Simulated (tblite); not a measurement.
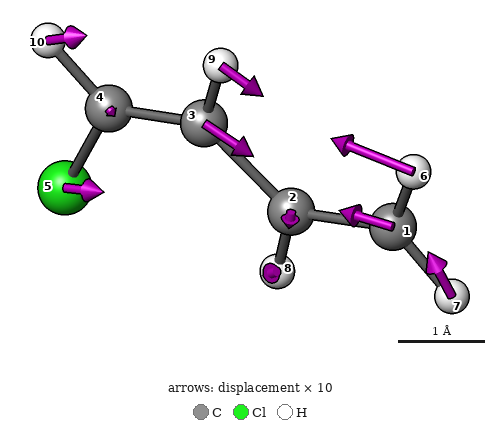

This is a relaxation of C$_{4}$H$_{5}$Cl (charge +1, multiplicity 2). The starting structure is drawn; purple arrows show the displacements, magnified 10 times. The two geometries are superimposed by the best rigid fit.

A ball-and-stick model, seen from a free direction.

Method: tblite, GFN2-xTB geometry optimisation, gas phase. 

Question: Describe the change and its energy.

Answer: The largest move after the best rigid fit is that of H6, 0.11 Å. Largest moves by element: H 0.11 Å, C 0.07 Å, Cl 0.06 Å. Some distances before and after: C1–C2 1.427 → 1.363 Å, C2–C3 1.464 → 1.412 Å, C3–C4 1.332 → 1.381 Å, C4–Cl5 1.697 → 1.661 Å. Among the angles between lasting bonds that change: Cl5–C4–H10 111.9° → 115.9°, C1–C2–C3 125.2° → 121.9°, C1–C2–H8 116.9° → 119.7°. Over 28 geometry steps the energy falls by 0.234 eV. Cost: 0.09 s on 1 thread of Arm Neoverse V2 (shared host).
